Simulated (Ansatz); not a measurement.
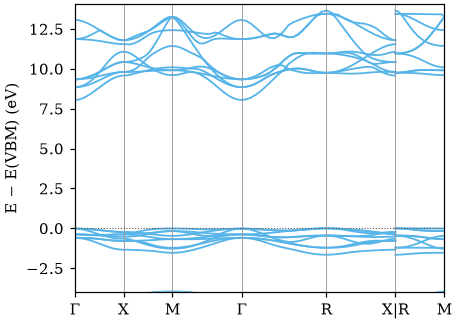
Figure. Band structure from plane-wave PAW r²SCAN (Ansatz code)

Read off the gap and where the band edges lie.

About 8.0 eV (8.05 eV by a search for the band edges); maximum at R, minimum at Γ.

The material is CsCaF$_{3}$ (cubic perovskite, Pm-3m).

The first step of the workflow began from a Materials Project structure, measured or hypothetical; the Crystallography Open Database copy checked does not list it. Whether it is the stable phase at ambient conditions was not checked. Symmetry was held in the r²SCAN relaxation; its stability against distortions is not shown here. Scalar-relativistic: spin–orbit coupling is off unless named, which matters more the heavier the elements.

Potentials: the later of the program's two PAW sets.
